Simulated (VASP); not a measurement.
Band structure of ZnCdTeSe (space group P3m1). Method: PBEsol GGA with spin-orbit coupling, VASP's PBE PAW potentials (set 64) (plane waves; VASP 6.6.1).

The path is coarsely sampled, so an indirect gap can come out somewhat too large.

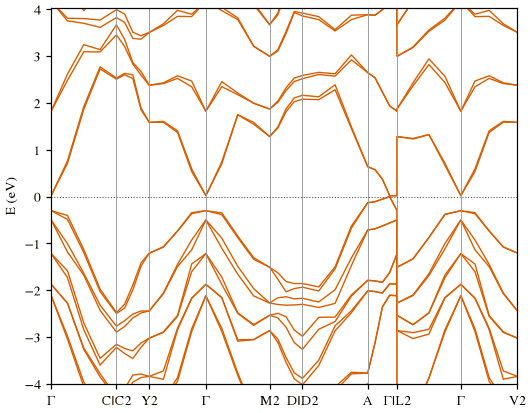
Bands along high-symmetry lines, zero at the valence-band maximum or, without a gap, the Fermi level

Question: Read the plot: is there a gap, and where are the band edges?

Answer: The gap is direct, 0.02 eV, from the valence maximum at A-Γ at 0.75 to the conduction minimum at A-Γ at 0.75.

The structure comes from a computed database's ZnCdTeSe entry (Cm); how it stands against other phases isn't given here. It was relaxed first, which changed the volume by -6 %. The relaxed cell has space group P3m1.
